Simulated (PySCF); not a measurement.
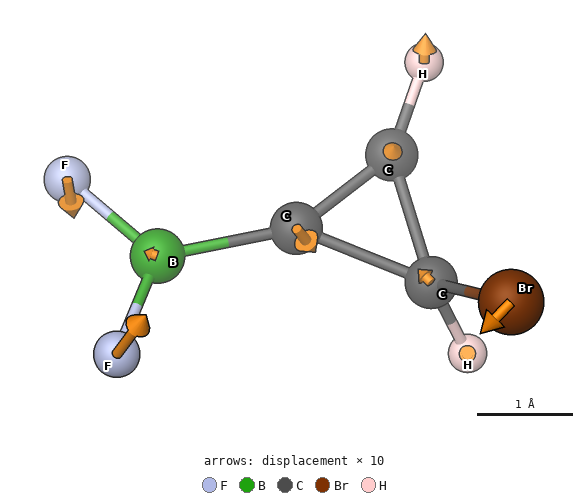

A relaxation of C$_{3}$H$_{2}$BBrF$_{2}$. The starting structure is drawn; orange arrows show the displacements, 10 times their true length. The two geometries are superimposed by the best rigid fit.

A ball-and-stick model, seen at a tilt.

The start comes from GFN2-xTB. Its atoms were then displaced at random by about 0.01 Å.

These are results of PBE0-D3(BJ)/def2-SVP geometry optimisation, gas phase in PySCF 2.14.0, density-fitted response routines, not measurements. 

**Atoms of which element are displaced furthest, and by how much?**

Fluorine: up to 0.083 Å, against 0.049 Å for carbon.

**What happened in the run?**

Over 11 geometry steps the energy falls by 2.29 kcal/mol. The atom that moves furthest after the best rigid fit is an F atom (0.083 Å). By element the largest moves are F 0.083 Å, C 0.049 Å, Br 0.048 Å, H 0.034 Å, B 0.016 Å. Near-neighbour distances that change, for instance: C–C 1.531 → 1.486 Å, B–C 1.507 → 1.542 Å, B–F 1.347 → 1.317 Å, C–H 1.073 → 1.096 Å. Bond angles that change, for instance: F–B–C 123.1° → 120.7°, B–C–C 153.2° → 150.9°, F–B–F 116.1° → 118.2°. The run took 88 s on 1 thread of Arm Neoverse V1, with other jobs on the host.
